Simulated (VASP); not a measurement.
```yaml
crystal:
  lattice:
    - [0.00000, 3.59247, 3.59247]
    - [3.59247, 0.00000, 3.59247]
    - [3.59247, 3.59247, 0.00000]
  atoms:
    - { symbol: Sr, position: [0.00000, 0.00000, 0.00000] }
    - { symbol: Cl, position: [0.25000, 0.25000, 0.25000] }
    - { symbol: Cl, position: [0.75000, 0.75000, 0.75000] }
```

Level of theory: RPBE GGA, VASP's PBE PAW potentials (set 64) (plane waves; VASP). Numerical set-up: 520 eV cut-off, 6×6×6 Γ-centred mesh, tetrahedra with Blöchl corrections, potentials Sr_sv Cl.

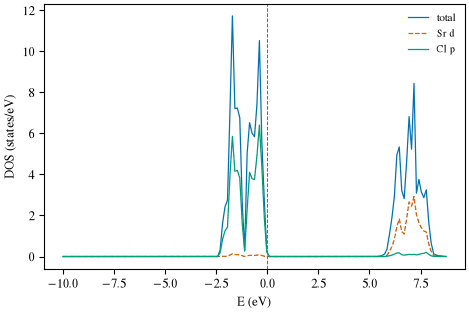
Figure: Total and projected density of states, zero at the valence-band maximum

Within 2 eV below the valence-band maximum the largest weight inside VASP's projection spheres is Cl p.

The gap is indirect, 5.33 eV, from the valence maximum at X to the conduction minimum at Γ.

The compound is SrCl2 in the fluorite structure. It was relaxed first, which changed the volume by +9 %.
